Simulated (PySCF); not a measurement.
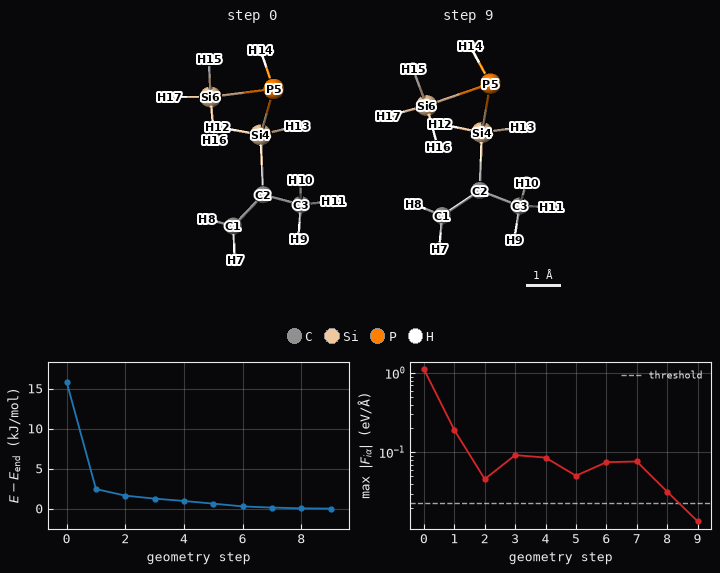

First and last geometry of a relaxation of C$_{3}$H$_{11}$PSi$_{2}$, with the history of the run. Style: ball-and-stick. Shown from a free direction.

The start comes from GFN2-xTB.

Computed with PBE0-D3(BJ)/def2-SVP geometry optimisation, gas phase (PySCF 2.14.0, density-fitted response routines). 

Question: Read the history and describe the run.

Answer: It converged. The atom that moves furthest after the best rigid fit is H8 (0.66 Å). Largest moves by element: H 0.66 Å, C 0.47 Å, Si 0.30 Å, P 0.16 Å. Among the contacts that change: P5–H14 1.379 → 1.429 Å, P5–Si6 2.229 → 2.263 Å, Si6–H15 1.462 → 1.494 Å, Si4–P5 2.240 → 2.271 Å. Among the angles between lasting bonds that change: Si4–P5–Si6 102.0° → 94.9°, C1–C2–Si4 122.3° → 119.3°, C3–C2–Si4 116.0° → 118.1°. The energy falls by 15.8 kJ/mol in 9 geometry steps. The largest force component goes from 1.1 to 0.013 eV/Å. The run took of the order of 70 core-seconds on a shared host.
